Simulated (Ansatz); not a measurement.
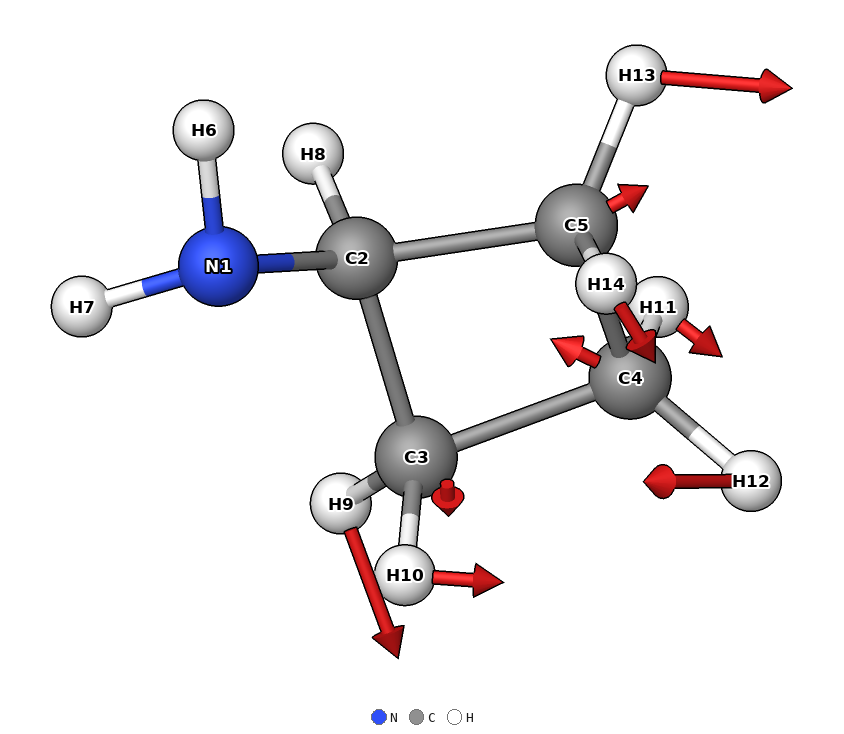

The arrows show one normal mode. Harmonic vibrations computed with RKS PBE0-D4/def2-TZVP (Ansatz 0.2.0) at a stationary point of the same level.

### Estimate its harmonic wavenumber.

917 cm⁻¹; it is mode 9 of 36 counted from the lowest.
